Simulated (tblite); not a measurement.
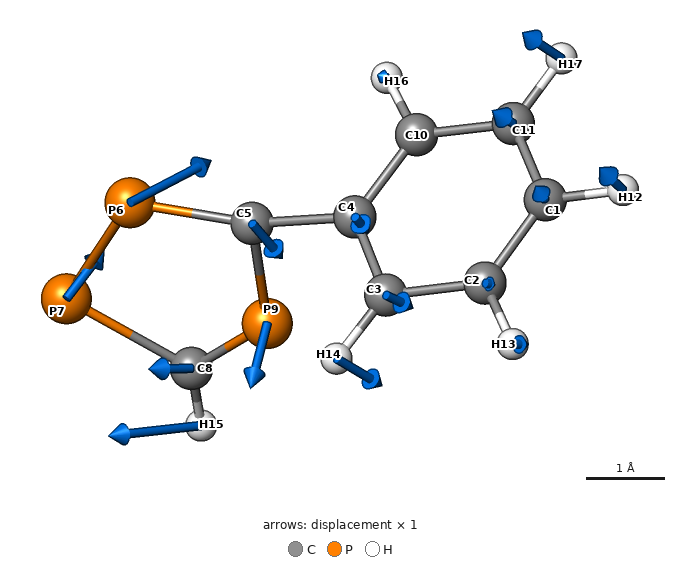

A relaxation of C$_{8}$H$_{6}$P$_{3}$ (charge −1). The starting structure is drawn; blue arrows show the displacements, at their true length. The two geometries are superimposed by the best rigid fit.

Style: ball-and-stick. Shown from a free direction.

Computed with tblite 0.8.0, GFN2-xTB geometry optimisation, gas phase. 

> What happened in the run?

The largest move after the best rigid fit is that of P6, 1.54 Å. By element the largest moves are P 1.54 Å, H 1.50 Å, C 0.85 Å. Some distances before and after: P6–P9 2.559 → 3.051 Å, P7–P9 2.726 → 3.048 Å, P6–P7 2.282 → 2.083 Å, C8–P9 1.557 → 1.720 Å. Among the angles between lasting bonds that change: C4–C5–P6 163.0° → 119.9°, C5–P9–C8 132.9° → 97.7°, P6–C5–P9 92.5° → 120.4°. Groups turn about C4–C5 by about 65°. Over 102 geometry steps the energy falls by 4.089 eV. The run took 1.2 s on 1 thread of Arm Neoverse V1 (shared host).
